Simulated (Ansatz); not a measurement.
Input

```
crystal:
  periodic: [false, false, false]
  atoms:
    - { symbol: Ge, position_ang: [-0.562372, -0.072444, -0.330953] }
    - { symbol: Cl, position_ang: [0.000589, 0.983168, 2.876435] }
    - { symbol: F, position_ang: [0.905013, -0.815608, 0.196592] }
    - { symbol: F, position_ang: [-0.235327, 1.598698, -0.645949] }
    - { symbol: F, position_ang: [-0.919842, -0.836064, -1.850357] }
    - { symbol: "N", position_ang: [-2.012853, -0.362482, 0.828165] }
    - { symbol: H, position_ang: [-2.717763, -0.941977, 0.351205] }
    - { symbol: H, position_ang: [-2.439407, 0.543245, 1.066661] }
    - { symbol: H, position_ang: [-0.773537, -0.096537, 2.693499] }
basis:
  gaussian: { orbitals: def2-SVP }
hamiltonian:
  xc: pbe
relax:
  f_tol: 0.03
  max_steps: 50
output:
  orbitals: {}
```

Launched as:

```sh
ansatz run input.yaml --threads 4 --pin off --max-ram 5120MiB --backend cpu --events-out ev --progress --plain --runs-dir out
```

The fields are those of the run's last geometry, not of the input's.

Level of theory: RKS PBE/def2-SVP (Ansatz 0.2.0).

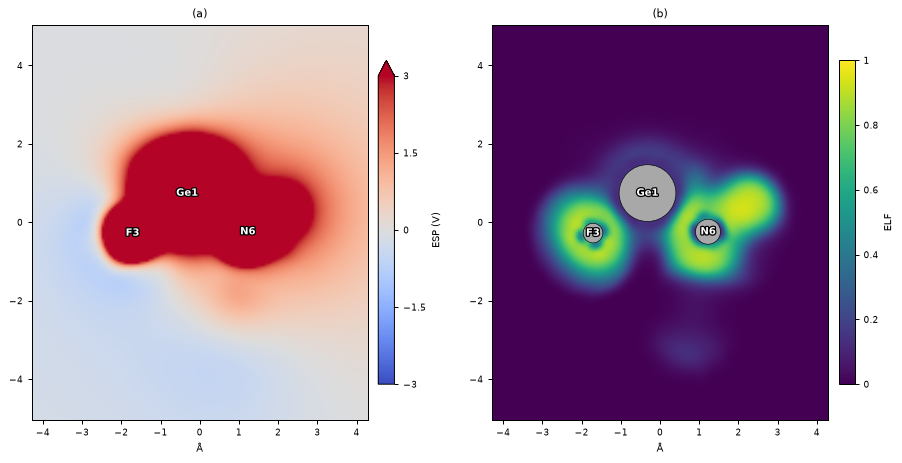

F₃GeH₂N···HCl. (a) electrostatic potential; (b) electron localisation function on the plane of atoms F3, Ge1 and N6. Grey discs cover the atomic cores in the ELF map.

**What do the fields say about this system?**

- The section cuts through Ge, F and N sites.
- Ge–F (1.72 Å): the ELF peaks at about 0.80 in the valence shell of F, 0.5 Å from its nucleus, and is about 0.25 at the midpoint.
- Ge–N (1.83 Å): the ELF peaks at about 0.90 in the valence shell of N, 0.6 Å from its nucleus, and is about 0.50 at the midpoint.
- The ELF also peaks beside N6 and F3, away from the bonds: lone-pair regions.
- Outside the dense part of the complex the potential is most negative (−0.7 V) near F3.
